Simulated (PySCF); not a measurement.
## Electronic structure of C2H8FPSi2 (SMILES C=C[SiH2]P[SiH2]F) in real space

Input

```
{"job": {"kind": "nmr", "xc": "PBE0", "basis": "pcSseg-1"}, "charge": 0, "multiplicity": 1}
C     -2.972259     0.352117    -1.029199
C     -2.091749     0.732075    -0.116902
Si    -0.239286     0.897281    -0.407572
P      0.736896     0.145391     1.462761
Si     2.835093    -0.054720     0.759013
F      3.665363    -0.766008     1.938610
H     -2.673928     0.109225    -2.035914
H     -4.027689     0.266332    -0.819730
H     -2.447648     0.961671     0.881468
H      0.156672     2.305003    -0.531535
H      0.151369     0.185018    -1.632200
H      0.399080    -1.183439     1.284172
H      3.064156    -0.928386    -0.384942
H      3.443251     1.257991     0.609802
```

Command:

```sh
OMP_NUM_THREADS=1 python probes_run.py task.json out
```

Geometry: GFN2-xTB.

Computed with PBE0/pcSseg-1, SCF density, gas phase, non-relativistic in PySCF 2.14.0.

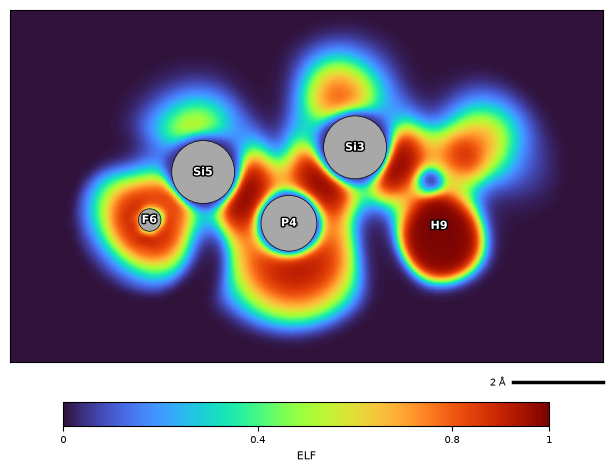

Figure 1. Electron localisation function on the plane of atoms Si3, P4 and Si5. Grey discs cover the atomic cores.

Q: What do the fields say about this system?

A: The section cuts through Si, P, F and H sites. Si–F (1.61 Å): the ELF peaks at about 0.85 in the valence shell of F, 0.6 Å from its nucleus, and is about 0.50 at the midpoint. Si–P (2.22 Å): the ELF peaks at about 0.95 between the atoms; localised, covalent bonding. The ELF also peaks beside P4 and F6, away from the bonds: lone-pair regions.

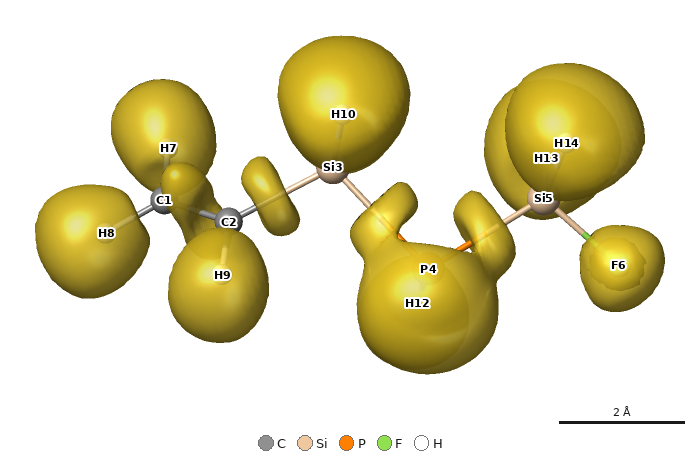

Figure 2. Isosurface of the ELF at 0.8 (yellow), seen across its widest extent. Only the valence region is drawn (cores and ρ < 0.01 e/Å³ removed).

Q: What do the ELF domains correspond to?

A: The surface consists of one region between bonded C–C atoms (shared pairs), one region between bonded C–Si atoms (shared pairs), eight regions around hydrogen nuclei, one region on P in which the atom's valence shell and bonds are merged and one region wrapped around F (its lone pairs, merged into a ring or cap).


C–C (1.32 Å): the ELF peaks at about 0.90 between the atoms; a short, multiple covalent bond.

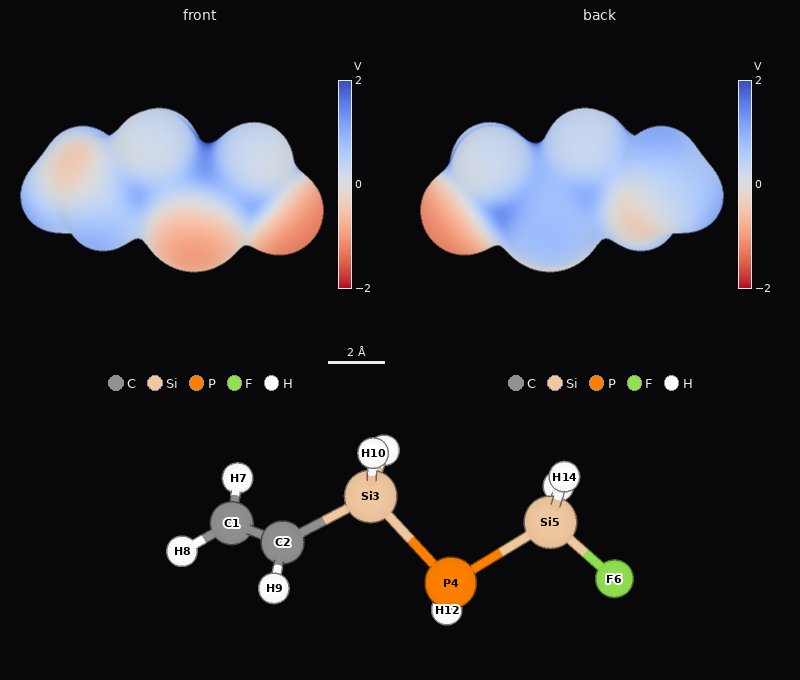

Figure 3. The molecular electrostatic potential painted on the density surface at 0.002 e/bohr³, seen from the front and from behind; red is negative and blue positive. The bare structure is drawn below in the same view.

Q: Where is the surface potential most negative and most positive?

A: The most negative region (about −1.2 V, or −28 kcal/mol for a unit charge) lies over F6, the most positive (about +1.8 V, or +42 kcal/mol for a unit charge) over Si3 and Si5.
